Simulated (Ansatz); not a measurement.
# CH3F: geometry optimisation

Aim: relax CH3F at this level.

The runs use Ansatz 0.2.0; RHF/def2-TZVPD.

2 further runs of the same task are left out: 2 set aside as unsound or not needed.

## (1) The starting structure

SMILES `CF`, 5 atoms, charge 0, spin multiplicity 1.

Atoms are counted from 1 here; the program's logs count them from 0.

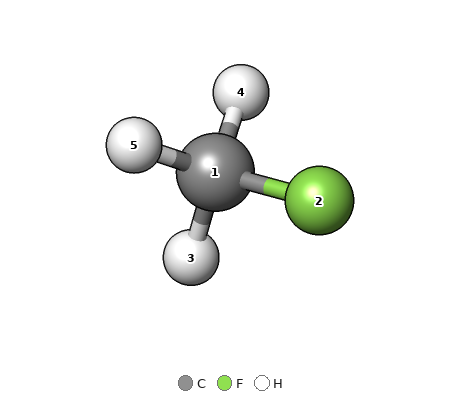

The starting geometry (carbon grey, fluorine green, hydrogen white); atoms are numbered from 1 in the order of the file.

As a file:

| atom | x (Å) | y (Å) | z (Å) |
| --- | --- | --- | --- |
| C1 | -0.0541 | 0.0351 | 0.0083 |
| F2 | 1.1069 | -0.7188 | -0.1706 |
| H3 | -0.9309 | -0.6384 | -0.0592 |
| H4 | -0.1041 | 0.8071 | -0.7846 |
| H5 | -0.0178 | 0.5150 | 1.0061 |

## (2) Relaxation

Input file input.yaml:

```yaml
crystal:
  periodic: [false, false, false]
  atoms:
    - { symbol: C, position_ang: [-0.054101, 0.035127, 0.008338] }
    - { symbol: F, position_ang: [1.106927, -0.718792, -0.1706] }
    - { symbol: H, position_ang: [-0.930944, -0.638408, -0.059243] }
    - { symbol: H, position_ang: [-0.10411, 0.807058, -0.784563] }
    - { symbol: H, position_ang: [-0.017783, 0.515005, 1.006069] }
basis:
  gaussian: { orbitals: def2-TZVPD }
hamiltonian:
  xc: hf
output:
  forces: true
relax:
  f_tol: 0.003
  max_steps: 120
```

Launch:

```sh
> ansatz run input.yaml --threads 1 --pin off --max-ram 2560MiB --backend cpu --events-out ev --progress --plain --runs-dir out
```

Output, cut to the lines that bear on the results:

```text
Warning: RAYON_NUM_THREADS=1 ignored (pool sized by the plan → 1); use --threads N
[...]
Functional definition: HF
[...]
633 factors; their error is unknown
[...]
mean field -3785.10999440 eV, -139.1002266544 hartree, gradient 1.0e-5 eV, S^2 0.000000; 0 other end points of the search recorded, 0 dependent functions left out
[...]
reference -3785.10999440 eV, -139.1002266544 hartree; 9, 9 occupied and 95, 95 virtual orbitals, 633 factors
relax step   1: F+E_penalty+E_count = -3785.10999440 eV  Δ(F+E_penalty+E_count) = +0.000e0 eV  max|allowed force component| = 1.174e0 eV/Å  Δτ_max = 0.0000 Å  (31 SCF iters, accepted)
[...]
relax step   4: F+E_penalty+E_count = -3785.17308771 eV  Δ(F+E_penalty+E_count) = -2.033e-4 eV  max|allowed force component| = 3.048e-2 eV/Å  Δτ_max = 0.0018 Å  (28 SCF iters, accepted)
[...]
relax step   5: F+E_penalty+E_count = -3785.17310645 eV  Δ(F+E_penalty+E_count) = -1.873e-5 eV  max|allowed force component| = 2.578e-4 eV/Å  Δτ_max = 0.0008 Å  (28 SCF iters, accepted)
633 factors; their error is unknown
mean field -3785.17310645 eV, -139.1025459795 hartree, gradient 1.0e-5 eV, S^2 0.000000; 1 other end points of the search recorded, 0 dependent functions left out
[...]
reference -3785.17310645 eV, -139.1025459795 hartree; 9, 9 occupied and 95, 95 virtual orbitals, 633 factors
Total energy: -3785.17310645 eV, -139.1025459795 hartree
Atom 0 at    -0.051717     0.033579     0.007971 Å, force    -0.000033     0.000021     0.000005 eV/Å
Atom 1 at     1.080693    -0.701757    -0.166557 Å, force    -0.000258     0.000167     0.000040 eV/Å
Atom 2 at    -0.908989    -0.622653    -0.057732 Å, force     0.000167     0.000042    -0.000001 eV/Å
Atom 3 at    -0.102120     0.787911    -0.765538 Å, force     0.000067    -0.000133     0.000087 eV/Å
Atom 4 at    -0.017877     0.502910     0.981858 Å, force     0.000056    -0.000098    -0.000130 eV/Å
Dipole moment:    -0.335807     0.218058     0.051755 e Å
```

Wall time 6.7 s (1 thread of Arm Neoverse N1, shared host); peak memory 0.13 GiB.

The steps of the relaxation:

| step | energy from step 1 (eV) | largest force component (eV/Å) |
| --- | --- | --- |
| 1 | 0.0000 | 1.1735 |
| 2 | -0.0579 | 0.3860 |
| 3 | -0.0629 | 0.1229 |
| 4 | -0.0631 | 0.0305 |
| 5 | -0.0631 | 0.0003 |

Close pairs (by a distance rule), those that changed most:

| bond | before (Å) | after (Å) | change (Å) |
| --- | --- | --- | --- |
| C1–F2 | 1.396 | 1.361 | -0.034 |
| C1–H4 | 1.108 | 1.082 | -0.026 |
| C1–H3 | 1.108 | 1.082 | -0.026 |
| C1–H5 | 1.108 | 1.082 | -0.026 |

## (3) Summary of results

```
             quantity      value
        energy gained  0.0631 eV
root mean square move    0.025 Å
        dipole moment     1.94 D
```

**Reading.** Bond lengths: C1–F2 1.361 Å, C1–H3 1.082 Å, C1–H4 1.082 Å, C1–H5 1.082 Å. Angles: F2–C1–H3 108.9°, F2–C1–H4 108.9°, F2–C1–H5 108.9°, H3–C1–H4 110.0°, H3–C1–H5 110.0°, H4–C1–H5 110.0°. No frequencies were computed here.
